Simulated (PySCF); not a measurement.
```xyz
17

Si    2.4560   -0.9911    0.3580
O     1.1269   -1.0331   -0.6274
Si   -0.2041   -0.1735   -1.1390
C    -1.8005   -0.9299   -0.4719
C    -2.2025    0.0601    0.5903
C    -1.5235    1.2126    0.7016
C    -0.3796    1.4844   -0.2413
H     3.0740   -2.3467    0.3759
H     3.4556   -0.0013   -0.1483
H     2.0686   -0.6046    1.7498
H    -0.1230   -0.0774   -2.6251
H    -2.5791   -1.0302   -1.2495
H    -1.6438   -1.9421   -0.0618
H    -3.0419   -0.1632    1.2583
H    -1.7946    1.9532    1.4622
H     0.5354    1.7916    0.2953
H    -0.6136    2.3134   -0.9336
```

Geometry: PBE0-D3(BJ)/def2-SVP.

The calculation used PBE0/pcSseg-1, SCF density, gas phase, non-relativistic (PySCF).

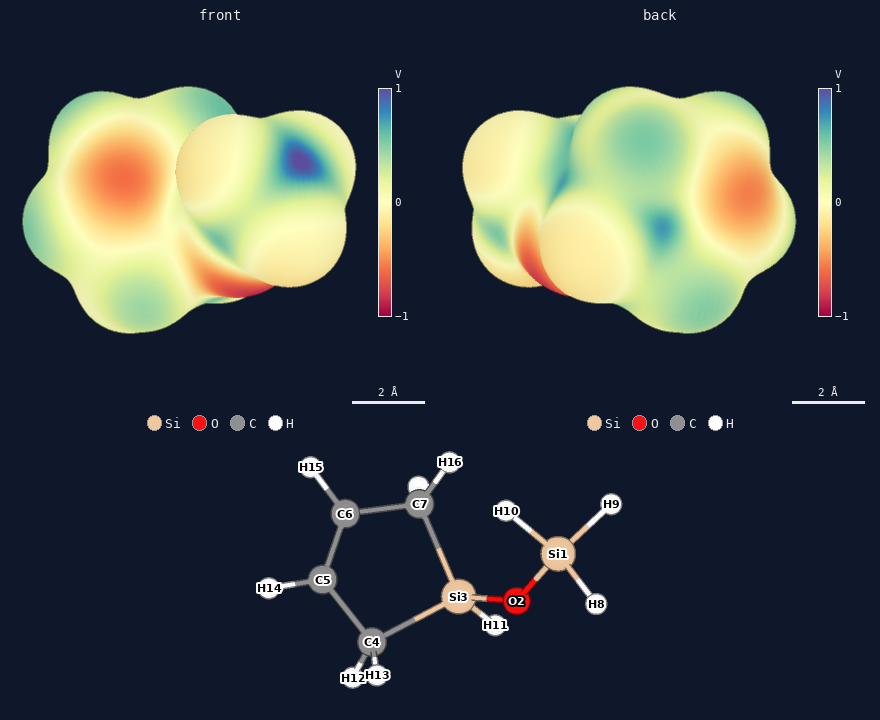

C4H10OSi2. The molecular electrostatic potential painted on the density surface at 0.001 e/bohr³, seen from the front and from behind; the colour scale runs from red (negative) to blue (positive). The bare structure is drawn below in the same view.

Q: Describe the electrostatic potential map.

A: The most negative region (about −0.8 V) lies over O2, the most positive (about +0.9 V) over Si1.
